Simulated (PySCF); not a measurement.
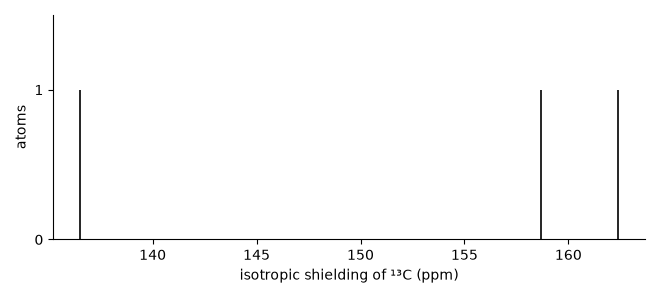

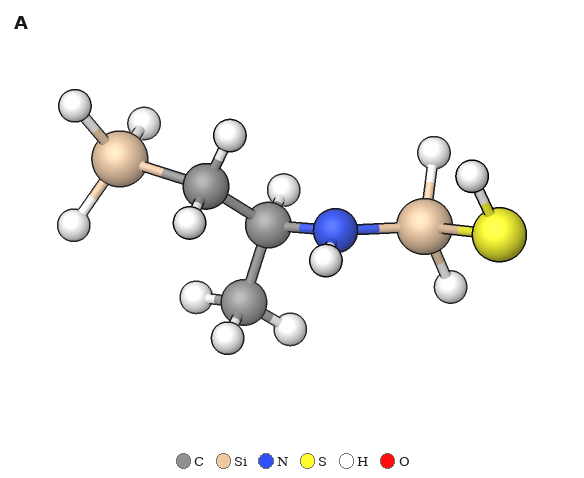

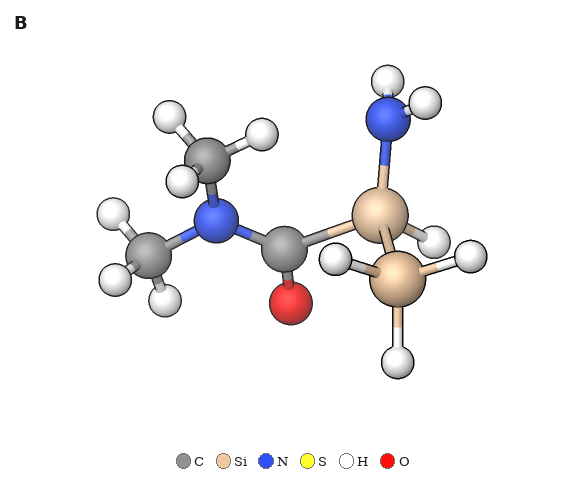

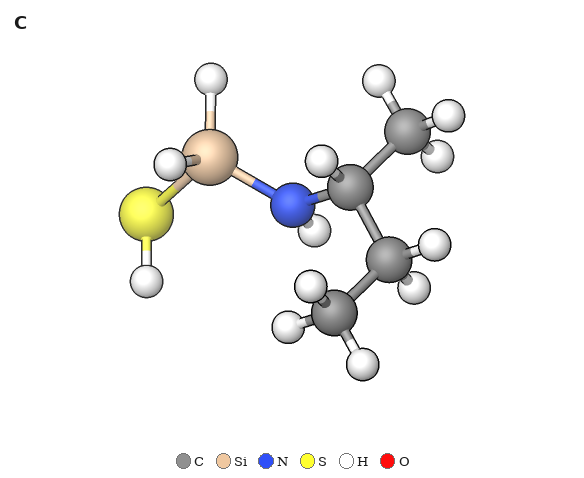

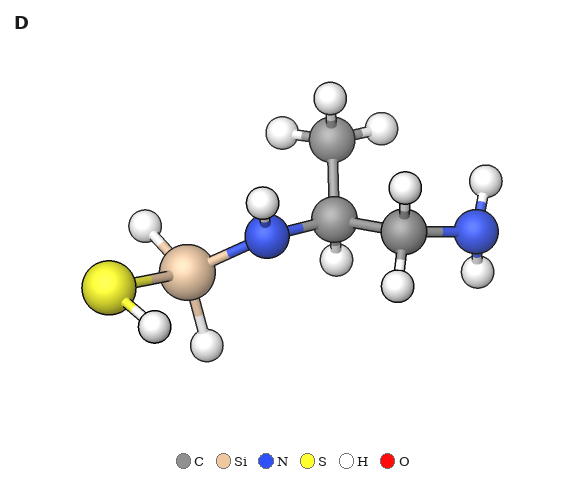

The sticks are computed shieldings of one of the molecules, for one fixed geometry (GFN2-xTB) without averaging over rotations. Low shielding means a high chemical shift. Method: GIAO PBE0/pcSseg-1 NMR shielding, non-relativistic, gas phase (PySCF 2.14.0).

Match the spectrum to a structure.

Answer. A, `C[C@@H](C[SiH3])N[SiH2]S`. Its 3 C atoms give lines at 136.5, 158.7, 162.4 ppm.

The geometry is semi-empirical. Around Si such bond lengths and angles can be off by a tenth of an ångström or more and by several degrees, and values that hang on the shape move with them.
